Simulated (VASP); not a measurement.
Band structure of AuCl (relaxed from the zinc blende structure, space group F-43m). These are PBEsol GGA, VASP's PBE PAW potentials (set 64) (plane waves; VASP 6.6.1) values and carry that method's errors.

Unless said otherwise, spin-orbit coupling is left out, though it shifts the bands of the heavy elements here.

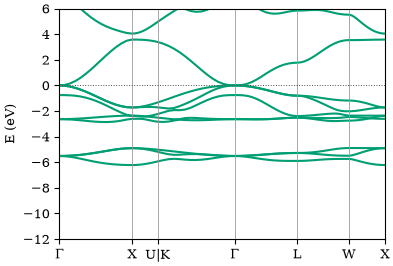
*Bands along high-symmetry lines, zero at the valence-band maximum or, without a gap, the Fermi level*

Read the plot: is there a gap, and where are the band edges?

It has no gap at this level: it comes out as a metal or semimetal. (Edges off the drawn lines would not show.)

The structure was generated: AuCl was put into the zinc blende type (F-43m), which need not be its known phase. It was relaxed first, which changed the volume by +21 %.
